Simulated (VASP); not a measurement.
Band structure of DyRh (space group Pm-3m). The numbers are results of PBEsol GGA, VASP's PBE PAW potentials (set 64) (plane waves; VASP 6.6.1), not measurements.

The 4f electrons are frozen in the core of the lanthanide potential, so 4f levels, which can set the real gap, and their magnetism are missing.

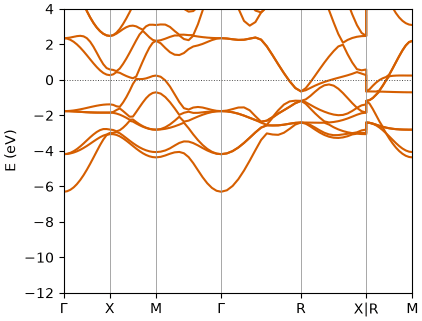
*Bands along high-symmetry lines, zero at the valence-band maximum or, without a gap, the Fermi level*

Task: Read the plot: is there a gap, and where are the band edges?

Result: It has no gap at this level: it comes out as a metal or semimetal. (Edges off the drawn lines would not show.)

The structure comes from a measured DyRh entry (Pm-3m) of the Crystallography Open Database, whose conditions weren't checked. It was relaxed first.
